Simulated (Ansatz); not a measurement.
Take WC (space group P-6m2, No. 187; a = 2.899 Å, c = 2.827 Å; relaxed with 0.1 eV smearing) as the base.

Structures relaxed with DFT with PBEsol, PAW potentials and a 420 eV plane-wave cutoff in Ansatz (a quantum-chemistry and plane-wave program), scalar-relativistic without spin-orbit coupling.

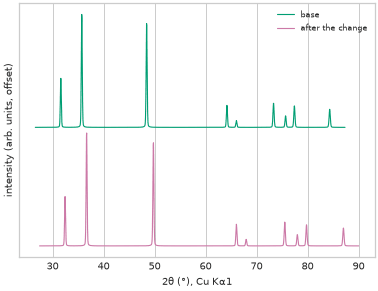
Fig. 1. Simulated powder patterns before (top) and after one change

Name the change that was made.
A) isotropic strain −2.50 %
B) isotropic strain +1.00 %
C) isotropic strain +0.50 %
D) isotropic strain +2.00 %

A, isotropic strain −2.50 %. Its volume per atom is 9.54 Å³ against 10.29 Å³, and its space group is P-6m2 (No. 187).

Whether these cells are dynamically stable was not tested. All final runs are without spin polarisation.
